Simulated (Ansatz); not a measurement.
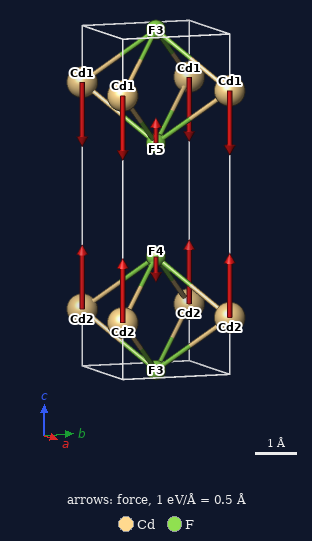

Starting geometry of solid Cd2F3 (a generated structure, set up in P4/mmm) (coarse preliminary run) with the computed forces as red arrows. Style: ball-and-stick. Shown: the cell of the calculation, slightly off an axis.

These are results of Ansatz 0.2.0, DFT PBE, scalar-relativistic, plane waves, PAW, not measurements.

Input
```yaml
crystal:
  lattice:
    - [2.82690715, 0.0, 0.0]
    - [0.0, 2.82690715, 0.0]
    - [0.0, 0.0, 8.48072146]
  atoms:
    - { symbol: Cd, position: [0.0, 0.0, 0.83333333] }
    - { symbol: Cd, position: [0.0, 0.0, 0.16666667] }
    - { symbol: F, position: [0.5, 0.5, 0.0] }
    - { symbol: F, position: [0.5, 0.5, 0.33333333] }
    - { symbol: F, position: [0.5, 0.5, 0.66666667] }
basis:
  ecutwfc: 420
kpoints:
  mp_grid: { grid: [6, 6, 2] }
hamiltonian:
  xc: pbe
scf:
  occupations: { method: gaussian, width: 0.1 }
  lower_state_search: "off"
output:
  forces: true
  stress: true
  eigenvalues: true
relax:
  adjacent_minimum: "off"
  f_tol: 0.04
  max_steps: 70
  cell: { stress_tol: 0.4 }
```

Run as
```bash
ansatz run input.yaml --threads 1 --pin off --max-ram 2048MiB --backend cpu --events-out ev --progress --plain --runs-dir out
```

Question: Is this structure relaxed? If not, where do the atoms go?

Answer: It isn't relaxed: the largest force vector, on Cd atoms, is 3.24 eV/Å. The atoms end up moving mostly along the starting forces (cosine between the two patterns 0.93). The energy falls by 327 meV per atom in 5 accepted moves (8 points after the start). Largest force component: 3.2 eV/Å at the start, 0.0095 eV/Å at the end. The pressure goes from 15.99 to 0.17 GPa. The line search rejected the trial step at point 6 of the run. The SCF was repeated twice at an unchanged geometry on a basis and grid sized afresh for the cell, which shifted the energy by 22.6 meV per atom at most. The largest moves relative to the cell, 0.25 Å, are those of Cd1 and Cd2. Cd1 goes along −c. By element the largest moves are Cd 0.25 Å, F 0.24 Å. Cell: a = b 2.827 → 3.099 Å (+9.6 %), c 8.481 → 8.764 Å (+3.3 %). Volume +24.2 %. Near-neighbour distances that change, for instance: Cd1–Cd2 2.827 → 3.424 Å, Cd1–F3 2.448 → 2.781 Å, Cd1–Cd1 2.827 → 3.099 Å, Cd1–F5 2.448 → 2.394 Å. Among the angles between lasting bonds that change: F4–Cd2–F4 109.5° → 132.5°, Cd2–F4–Cd2 109.5° → 132.5°, F4–Cd2–F4 70.5° → 80.7°. The space group stays P4/mmm (No. 123). Cost: 24 s on 1 thread of Intel(R) Xeon(R) Platinum 8375C CPU @ 2.90GHz (Ice Lake) (shared host), peak memory 0.42 GiB.

Limits of the set-up: the k-point mesh is coarse for a cell with partly filled bands; an odd number of electrons was run without spin polarisation, which fails if the electron would localise.
